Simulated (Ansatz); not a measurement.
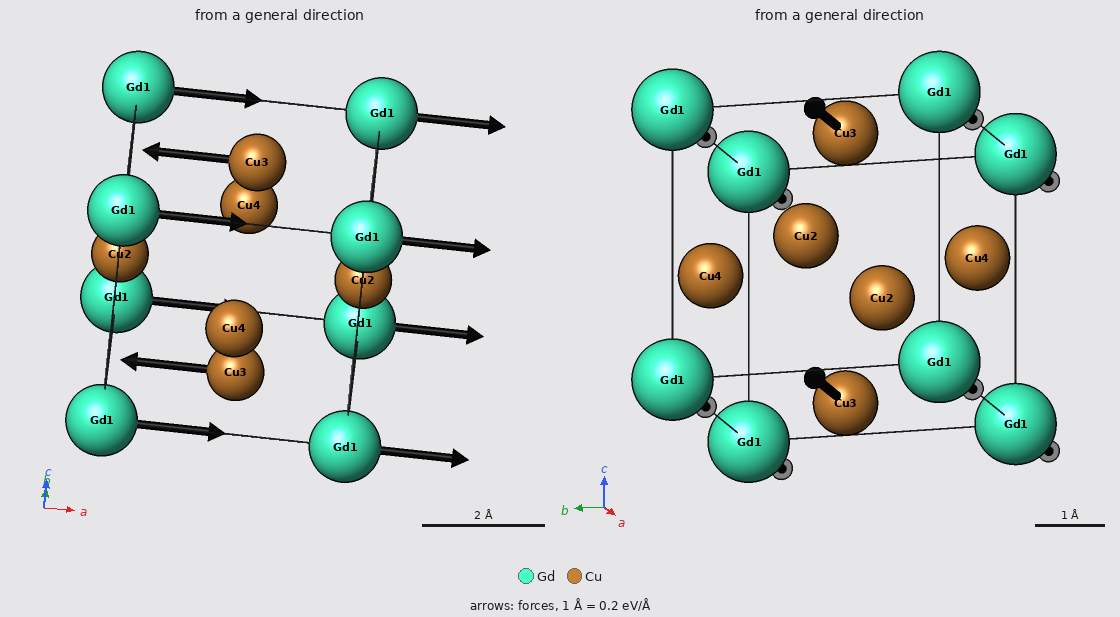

The structure above is drawn in spheres-only style and viewed from two general directions. The box is the simulation cell; atoms on or close to its faces, edges and corners are drawn wherever they repeat. The arrows are the computed forces on the atoms.

System: GdCu$_{3}$. Calculation details: DFT PBEsol, scalar-relativistic, plane waves, PAW in Ansatz; a 420 eV plane-wave basis, k-point mesh 8×8×8, Gaussian smearing of 0.05 eV, collinear spins.

Q: Are the forces small enough to call this converged?

A: No. The atoms still feel forces of up to about 0.3 eV/Å, far above a usual threshold of 0.01 to 0.03 eV/Å.

The initial geometry was a structure type filled with these elements by a generator (whether the compound takes this form wasn't checked). The cell was then strained or its atoms displaced on purpose. A calculation with Ansatz used it as input.
